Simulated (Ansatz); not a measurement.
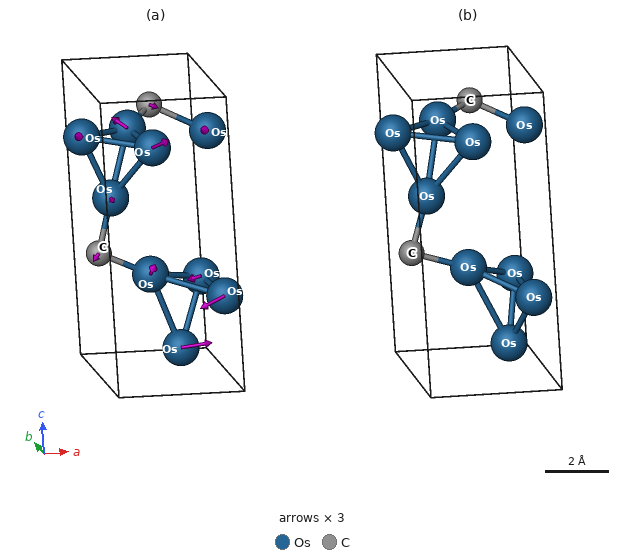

The structure of solid Os4C (a generated structure, set up in P1) (coarse preliminary run) before (left) and after (right) a relaxation, at one scale. The purple arrows give the displacements (the part carried along by the change of the cell is left out), magnified 3 times.

A ball-and-stick model of the cell of the calculation, reduced to other axes, seen slightly off an axis. Lengths and directions refer to the drawn axes.

Theory: DFT PBE, scalar-relativistic, plane waves, PAW (Ansatz). Set-up: plane-wave cutoff 420 eV; k-point mesh 6 × 6 × 6; occupations gaussian; smearing width 0.2 eV; no spin polarisation; cell and atoms relaxed; force threshold 0.025 eV/Å; at most 60 steps.

**Summarise the run.**

The run was cut off at its time limit before the relaxation converged, so the last structure is only a point on the way. The energy falls by 3.121 eV per cell of the calculation in 2 geometry steps. Largest force component: 4.9 eV/Å at the start, 1.6 eV/Å at the end. The pressure goes from 13.85 to −3.96 GPa. The largest move relative to the cell is that of an Os atom, 0.35 Å roughly along [3 −3 1]. Largest moves by element: Os 0.35 Å, C 0.12 Å. Cell: a 5.479 → 5.757 Å (+5.1 %), b 5.521 → 5.681 Å (+2.9 %), c 9.469 → 9.565 Å (+1.0 %), α 73.4° → 72.3°, β 89.7° → 88.8°, γ 61.3° → 59.5°. Volume +6.6 %. Near-neighbour distances that change, for instance: Os–Os 2.732 → 2.371 Å, Os–Os 2.235 → 2.520 Å, Os–Os 2.608 → 2.832 Å, Os–Os 2.673 → 2.897 Å. Bond angles that change, for instance: Os–Os–C 137.7° → 122.2°, Os–Os–C 156.6° → 170.7°, Os–Os–C 141.4° → 127.8°. The space group stays P1 (No. 1).
